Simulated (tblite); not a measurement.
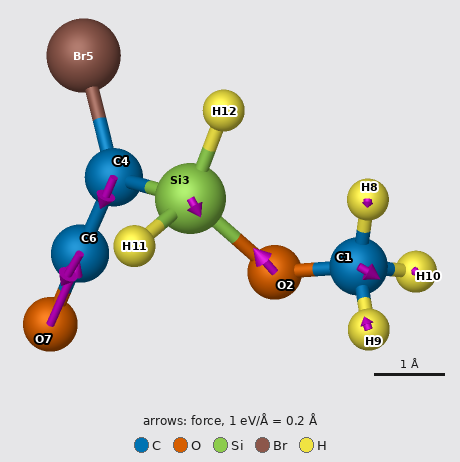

Starting geometry of C₃H₅BrO₂Si with the computed forces as purple arrows. The picture is a ball-and-stick view, seen at a tilt.

The calculation used GFN2-xTB geometry optimisation, gas phase in tblite. 

Is this structure relaxed? If not, where do the atoms go?

Answer. It isn't relaxed: the largest force vector, on O7, is 5.86 eV/Å. The final displacements have little in common with the starting forces (cosine between the two patterns 0.15). After 124 geometry steps the energy has fallen by 0.725 eV. Br5 moves most after the best rigid fit: 1.65 Å. Largest moves by element: Br 1.65 Å, O 1.17 Å, H 0.86 Å, C 0.50 Å, Si 0.30 Å. Near-neighbour distances that change, for instance: O2–Si3 1.695 → 1.612 Å, C6–O7 1.233 → 1.161 Å, C4–C6 1.330 → 1.290 Å, C1–H9 1.122 → 1.092 Å. Bond angles that change, for instance: C1–O2–Si3 114.8° → 128.4°, Si3–C4–C6 115.2° → 125.3°, Si3–C4–Br5 122.6° → 114.0°. Groups turn about Si3–C4 by about 55°, C1–O2 by about 30°, O2–Si3 by about 30°. The run took 1.5 s on 1 thread of Arm Neoverse N1, on a shared host.
